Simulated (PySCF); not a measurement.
## A study: CH3O, doublet, SMILES `C[O]`

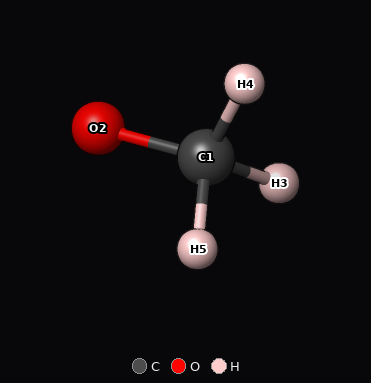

The molecule, with its atoms numbered as below. No frequency check shows the geometry to be a minimum.

Geometry (Å), atoms numbered from 1:

```
C1       0.5435    0.0189    0.0000
O2      -0.7680    0.0008    0.0000
H3       0.9424   -0.5737   -0.8568
H4       0.9983    1.0249   -0.0012
H5       0.9429   -0.5717    0.8577
```

Part 1: Bonding charge

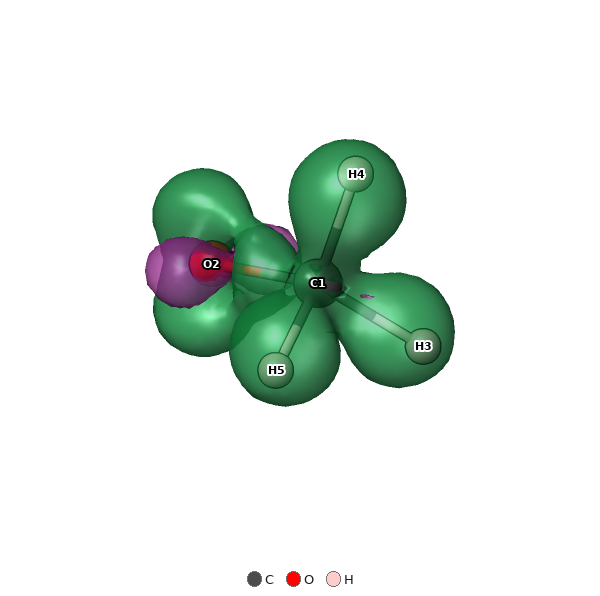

Deformation density (molecule less spherical, spin-averaged free atoms at the same positions), surfaces at ±0.15 e/Å³; green: gain, purple: loss.

Computed with PySCF, PBE0/def2-SVP, geometry: GFN2-xTB. The stability of the open-shell solution wasn't checked. GFN2-xTB doesn't know the spin state, so this open-shell geometry is rough.

**Describe the bonding that the map shows.**

C1–H4: +0.71 e/Å³ at the bond critical point (bond length 1.10 Å, Mayer order 1.0). C1–H5: +0.62 e/Å³ at the bond critical point (bond length 1.11 Å, Mayer order 0.9). C1–H3: +0.62 e/Å³ at the bond critical point (bond length 1.12 Å, Mayer order 0.9). C1–O2: +0.33 e/Å³ at the bond critical point (bond length 1.31 Å, Mayer order 1.2). In all, 1.1 electrons gather in the regions of gain relative to the promolecule.

Part 2: Local ionisation energy

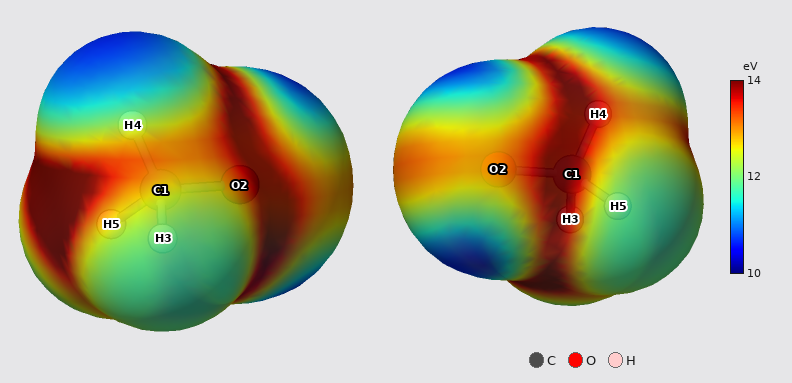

Average local ionisation energy on the surface of electron density 0.001 a.u. (back view left, front view right).

**Locate the minima of the map.**

The lowest value is 10.6 eV, 1.7 Å from O2. Further minima include 10.7 eV, 1.4 Å from H4; 11.6 eV, 1.3 Å from H5, and at like points elsewhere. For comparison, the highest occupied orbital lies at −7.4 eV.

**What volume does the surface enclose, and what is the dipole moment?**

About 47 Å³; the dipole moment is 2.0 D.

Part 3: Spin density

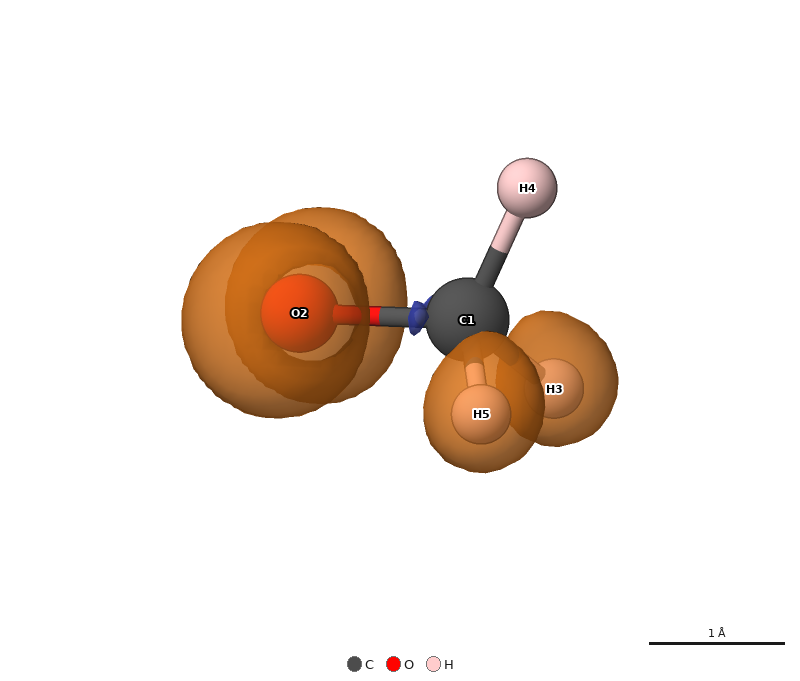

Spin density ρα − ρβ at ±0.05 e/Å³ (orange: excess α, blue: excess β).

**Give the atomic spin populations that go with this picture.**

Hirshfeld spin populations: O2 +0.80, H3 and H5 +0.07 and C1 +0.07. ⟨S²⟩ = 0.75, as for a pure state.

Part 4: In an electric field

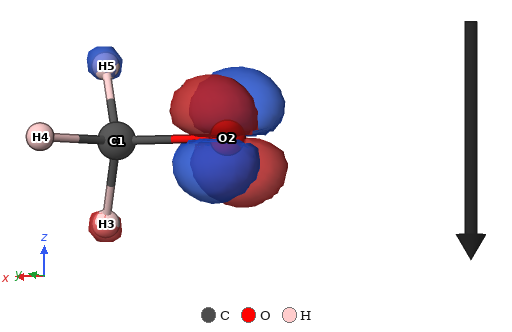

Change of the electron density in a uniform field of 0.51 V/Å along −z (arrow), surfaces at ±0.03 e/Å³ (blue: gain, red: loss).

Computed with PySCF, M06-2X/6-31+G*, geometry: GFN2-xTB. The basis has diffuse s and p functions alone, which still leaves polarisabilities too small, most of all across bonds. The stability of the open-shell solution wasn't checked. GFN2-xTB doesn't know the spin state, so this open-shell geometry is rough.

The field was applied in both directions; the picture shows the one opposite to the script's first.

**What dipole is induced, and what polarisability does it imply?**

The induced dipole is 0.45 D (along the field); α along this axis, from the fields in both directions, is 18 bohr³ (2.6 Å³).
